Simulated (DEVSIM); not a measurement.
Structure: Al/SiO2/p-GaSb capacitor, at 300 K.

| layer (left to right) | material | thickness (nm) | Na (cm⁻³) |
|---|---|---|---|
| 1 | SiO2 | 11.0 | - |
| 2 | GaSb | 1700 | 1.3e17 |

Metal gate on the left, work function 4.1 eV. Fixed charge at the semiconductor interface 1.39e12 cm⁻² (in units of +e); no interface traps.

This is a model device: material constants are rounded textbook-type values typed into the input, and sizes, dopings and lifetimes were drawn at random. Values at 300 K.

```tsv
parameter	SiO2	GaSb
gap (eV)	9	0.726
affinity (eV)	0.9	4.06
permittivity	3.9	15.7
Nc (cm⁻³)	-	2.1e17
Nv (cm⁻³)	-	1.8e19
```

DEVSIM, 1D Poisson equation in equilibrium, Boltzmann statistics, complete ionisation; no quantum confinement or tunnelling. Metal contacts follow the ideal Schottky-Mott rule: no Fermi-level pinning, no interface dipoles.

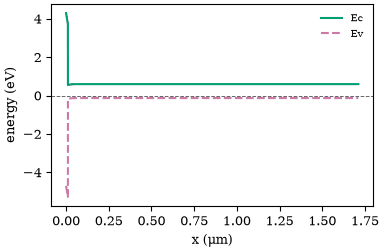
Figure. Band edges at -1.1 V on the gate

Energies count from the Fermi level of the right contact; mesh points crowd at the junctions.

```
x (μm)    Ec (eV)  Ev (eV)  n (cm⁻³)  p (cm⁻³)  field (V/cm)
--------  -------  -------  --------  --------  ------------
0.000       4.300   -4.700     < 1e2     < 1e2       -530000
0.001180    4.237   -4.763     < 1e2     < 1e2       -530000
0.003299    4.124   -4.876     < 1e2     < 1e2       -530000
0.006687    3.942   -5.058     < 1e2     < 1e2       -530000
0.009874    3.772   -5.228     < 1e2     < 1e2       -530000
0.01100     0.552   -0.174     1.1e8    2.1e16       -270000
0.01229     0.555   -0.171     9.8e7    2.4e16         26000
0.01637     0.565   -0.161     6.8e7    3.5e16         21000
0.02359     0.578   -0.148     4.2e7    5.8e16         14000
0.03980     0.592   -0.134     2.4e7    1.0e17          4900
0.07293     0.598   -0.128     1.9e7    1.3e17           430
0.1783      0.599   -0.127     1.9e7    1.3e17           ≈ 0
0.3645      0.599   -0.127     1.9e7    1.3e17           ≈ 0
0.7568      0.599   -0.127     1.9e7    1.3e17           ≈ 0
1.359       0.599   -0.127     1.9e7    1.3e17           ≈ 0
1.545       0.599   -0.127     1.9e7    1.3e17           ≈ 0
1.633       0.599   -0.127     1.9e7    1.3e17           ≈ 0
1.674       0.599   -0.127     1.9e7    1.3e17           ≈ 0
1.698       0.599   -0.127     1.9e7    1.3e17           ≈ 0
1.705       0.599   -0.127     1.9e7    1.3e17           ≈ 0
1.709       0.599   -0.127     1.9e7    1.3e17           ≈ 0
1.711       0.599   -0.127     1.9e7    1.3e17           ≈ 0
```
